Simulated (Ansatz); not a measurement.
**Silicon tetrafluoride (SiF₄): basis-set convergence**

Aim: see how fast density functionals converge with the basis set for silicon tetrafluoride (SiF₄).

Computed with Ansatz 0.2.0, Gaussian basis. Level: one geometry, several basis sets.

Plan: PBE0-D4/def2-SVP; ωB97M-V/def2-SVP; PBE0-D4/def2-QZVPP; ωB97M-V/def2-QZVPP; the functionals' def2-TZVPP values are taken from earlier runs.

## 1. The geometry

The geometry comes from an earlier relaxation with PBE0-D4 in a triple-zeta def2 set; it is a stationary point.

5 atoms, charge 0, spin multiplicity 1.

Atoms are counted from 1 here; the program's logs count them from 0.

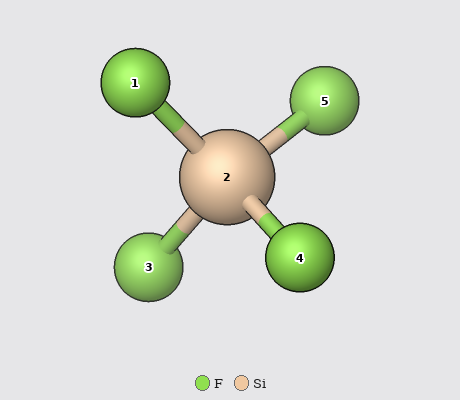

The structure; fluorine green, silicon light orange; atoms are numbered from 1 in the order of the file.

## 2. PBE0-D4 in def2-SVP

File in.yaml:

```yaml
crystal:
  periodic: [false, false, false]
  atoms:
    - {symbol: F, position_ang: [0.152968, -0.806368, 1.330417]}
    - {symbol: Si, position_ang: [0.009940, -0.014725, -0.008288]}
    - {symbol: F, position_ang: [-1.037234, 1.129592, 0.173978]}
    - {symbol: F, position_ang: [-0.466935, -0.982434, -1.137625]}
    - {symbol: F, position_ang: [1.391161, 0.600234, -0.399881]}
basis:
  gaussian: {orbitals: def2-SVP}
hamiltonian: {xc: pbe0, dispersion: d4}
output: {orbitals: {seedname: orbitals}}
```

Started as:

```console
> ansatz run in.yaml --threads 4 --pin off --events-out ev --progress --plain --max-ram 10444MiB
```

Further steps of the session: ωB97M-V in def2-SVP; PBE0-D4 in def2-QZVPP; ωB97M-V in def2-QZVPP.

Q: Predict the results of all the runs planned. Wanted: PBE0-D4: double and triple zeta above quadruple; ωB97M-V: double and triple zeta above quadruple.

**Answer**, as computed:

```
                                       quantity           value
PBE0-D4: double and triple zeta above quadruple  18.22, 0.92 eV
ωB97M-V: double and triple zeta above quadruple  18.37, 0.85 eV
```

For PBE0-D4 the step from double to triple zeta gains 17.31 eV and the next only 0.92 eV. These are total energies; as a rule much of such shifts cancels in differences, which this series doesn't test. The LUMO of ωB97M-V is positive and keeps falling with the basis (2.59 to 1.79 eV): an unbound level that the basis holds in place.
